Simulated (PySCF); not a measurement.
# H8N2Si2: the cost of one run

Computed with PySCF 2.14.0, with density-fitted response routines of our own, on a single molecule in the gas phase. Atoms count from 0, in the outputs and in this text.

## 1. Starting geometry

12 atoms, charge 0, multiplicity 1; geometry from: GFN2-xTB. The atoms were then displaced at random by about 0.01 Å, so the start is not that level's minimum.

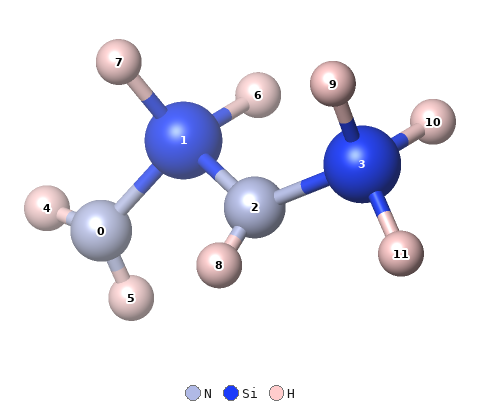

As it starts; nitrogen light blue, silicon blue, hydrogen pink, atoms numbered.

## 2. Geometry optimisation at PBE0-D3(BJ)/def2-SVP

The job: settings as JSON, then the geometry in Å.

```
{"job": {"xc": "PBE0", "basis": "def2-SVP", "d3": "d3bj", "grid": 1, "shake": 0.01, "kind": "geom"}, "charge": 0, "multiplicity": 1}
N     -2.188510    -0.191390    -0.708040
Si    -0.990840     0.006560     0.488900
N      0.474060    -0.138210    -0.404760
Si     2.140050     0.087740     0.174830
H     -3.168700    -0.197870    -0.412270
H     -2.145080     0.408280    -1.543660
H     -0.898390     1.298520     1.186770
H     -1.216650    -1.074810     1.433150
H      0.408960    -0.692480    -1.208780
H      2.504430    -0.953510     1.149100
H      2.153990     1.389870     0.838720
H      2.966370     0.029030    -1.003000
```

On the command line:

```sh
$ OMP_NUM_THREADS=1 python probes_run.py task.json out
```

This one command runs all jobs of the session in turn.

Q: Estimate the wall time and peak memory of this first job on 1 thread of Arm Neoverse V2, shared host.

About 30 s, with a peak of 0.42 GiB.
